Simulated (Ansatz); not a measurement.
# Calculations on C2H3NO2

### Relaxation

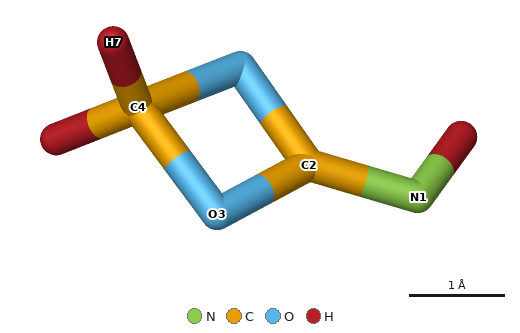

This is the input geometry for a relaxation of C2H3NO2. The picture is a stick view, seen at a tilt.

The run prepares an end point of a later path (torsion) calculation, from a guessed geometry.

Computed with RKS B3LYP-D4/def2-SVP (Ansatz 0.2.0).

The input:
```yaml
crystal:
  periodic: [false, false, false]
  atoms:
    - { symbol: "N", position_ang: [-0.5012, 1.8847, -0.182] }
    - { symbol: C, position_ang: [-0.1845, 0.7124, -0.1544] }
    - { symbol: O, position_ang: [0.3671, -0.0869, -1.0641] }
    - { symbol: C, position_ang: [0.4494, -1.1275, -0.0768] }
    - { symbol: O, position_ang: [-0.2444, -0.2071, 0.8018] }
    - { symbol: H, position_ang: [-0.9544, 2.173, 0.7178] }
    - { symbol: H, position_ang: [1.3961, -1.4507, 0.2558] }
    - { symbol: H, position_ang: [-0.236, -1.9549, -0.3539] }
basis:
  gaussian: { orbitals: def2-SVP }
hamiltonian:
  xc: b3lyp
  dispersion: d4
relax:
  f_tol: 0.015
  max_steps: 40
```

Launched with:
```bash
ansatz run input.yaml --threads 1 --pin off --max-ram 2048MiB --backend cpu --events-out ev --progress --plain --runs-dir out
```

Question: Predict the outcome.

Answer: O5 moves most after the best rigid fit: 0.088 Å. Largest moves by element: O 0.088 Å, H 0.078 Å, C 0.049 Å, N 0.039 Å. Near-neighbour distances that change, for instance: C2–O5 1.328 → 1.381 Å, C4–H7 1.054 → 1.103 Å, C2–O3 1.331 → 1.371 Å, N1–C2 1.215 → 1.243 Å. Bond angles that change, for instance: O3–C4–H7 119.4° → 113.1°, O3–C4–O5 85.9° → 90.9°, O3–C4–H8 109.5° → 113.1°. Over 5 geometry steps the energy falls by 32.1 kJ/mol. The largest force component goes from 3.7 to 0.0046 eV/Å.

History of the run:

```
step  E − E(0), kJ/mol  largest force component, eV/Å
   0              0.00                         3.7202
   1            -28.12                         1.0247
   2            -31.49                         0.4641
   3            -31.84                         0.2145
   4            -32.07                         0.1087
   5            -32.10                         0.0046
```

The structure at the end:

```xyz
8

N    -0.5368    1.8989   -0.1898
C    -0.1812    0.7101   -0.1132
O     0.4161   -0.0851   -1.0561
C     0.4008   -1.1279   -0.0847
O    -0.2215   -0.2627    0.8662
H    -0.9584    2.2378    0.6750
H     1.4103   -1.4488    0.2211
H    -0.2372   -1.9792   -0.3743
```

After the run, drawn alike:

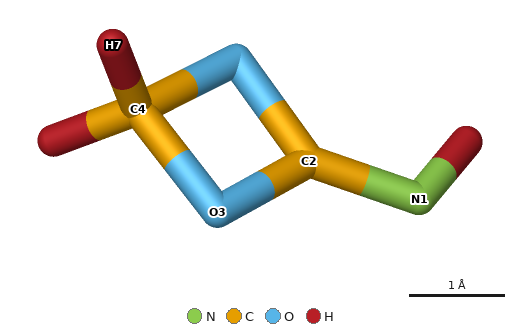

### Relaxation

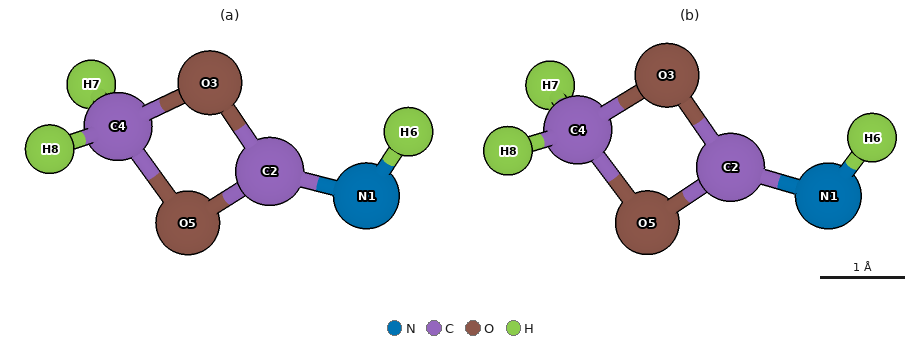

The structure of C₂H₃NO₂ before (left) and after (right) a relaxation, at one scale.

Style: ball-and-stick. Shown from a free direction.

The run prepares an end point of a later path (torsion) calculation, from a guessed geometry.

Level of theory: Ansatz, RKS B3LYP-D4/def2-SVP.

The input:
```yaml
crystal:
  periodic: [false, false, false]
  atoms:
    - { symbol: "N", position_ang: [-0.5012, 1.8847, -0.182] }
    - { symbol: C, position_ang: [-0.1845, 0.7124, -0.1544] }
    - { symbol: O, position_ang: [-0.2696, -0.21511, 0.79596] }
    - { symbol: C, position_ang: [0.19472, -1.19788, -0.14371] }
    - { symbol: O, position_ang: [0.34137, -0.09292, -1.06999] }
    - { symbol: H, position_ang: [-0.9544, 2.173, 0.7178] }
    - { symbol: H, position_ang: [-0.45665, -1.96786, -0.45057] }
    - { symbol: H, position_ang: [1.20007, -1.55481, 0.16128] }
basis:
  gaussian: { orbitals: def2-SVP }
hamiltonian:
  xc: b3lyp
  dispersion: d4
relax:
  f_tol: 0.015
  max_steps: 40
```

Run as
```bash
ansatz run input.yaml --threads 1 --pin off --max-ram 2048MiB --backend cpu --events-out ev --progress --plain --runs-dir out
```

> Describe what moved and what it gained.

O3 moves most after the best rigid fit: 0.11 Å. Largest moves by element: O 0.11 Å, H 0.09 Å, C 0.05 Å, N 0.02 Å. Some distances before and after: C2–O3 1.331 → 1.381 Å, C4–H7 1.054 → 1.102 Å, C2–O5 1.328 → 1.371 Å, N1–C2 1.215 → 1.243 Å. Among the angles between lasting bonds that change: O3–C4–H7 119.4° → 113.0°, O3–C4–O5 85.9° → 90.9°, O3–C4–H8 109.5° → 113.0°. Over 5 geometry steps the energy falls by 32.3 kJ/mol. The largest force component goes from 3.2 to 0.0061 eV/Å. Cost: 18 s on 1 thread of Arm Neoverse V2, on a shared host, peak memory 0.16 GiB.

### Path

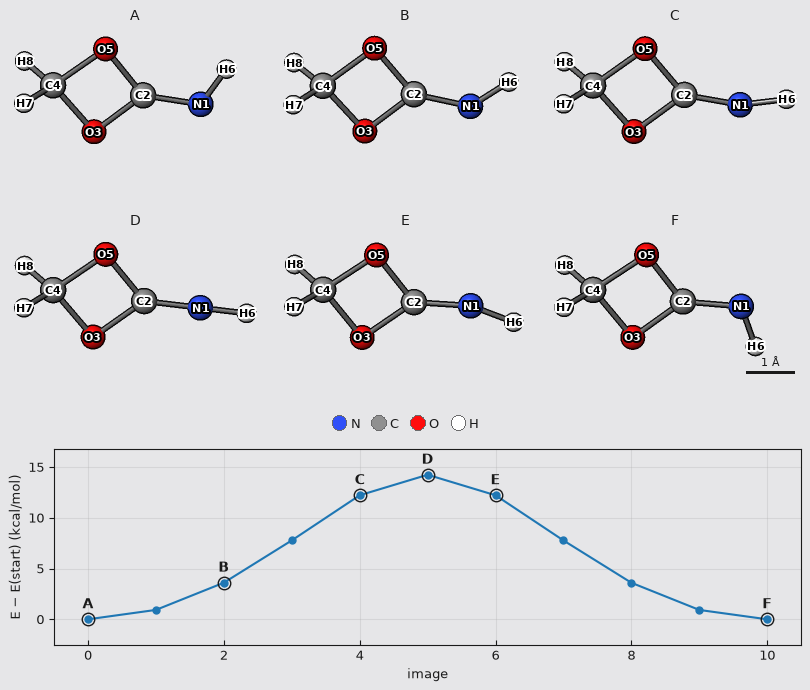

A nudged-elastic-band calculation for C$_{2}$H$_{3}$NO$_{2}$. Images are numbered from 0 (start) to 10 (end). Frames A to F are images 0, 2, 4, 5, 6, 10. Style: ball-and-stick. Shown at a tilt.

Level of theory: RKS B3LYP-D4/def2-SVP (Ansatz). Set-up: 9 movable images; climbing image; force threshold 0.05 eV/Å; iteration limit 36; starting path by image-dependent pair potential.

What happens along the path, and what is the barrier?

The barrier is about 14.2 kcal/mol in both directions, with image 5 at the top; the ends have the same energy. The motion is an in-plane inversion: the angle C2–N1–H6 opens from 113° to 180° on the way and closes on the other side (113° at the end). No bond forms or breaks between the ends. Among the angles between lasting bonds that change up to the highest image: C2–N1–H6 112.6° → 180.0°, N1–C2–O3 129.6° → 133.3°. The band is converged. At the top, the vibrational analysis gives one imaginary mode (800i cm⁻¹), as a transition state must have.

Cost: 2.6 min on 1 thread of Arm Neoverse V2, with other jobs on the host, peak memory 0.16 GiB.
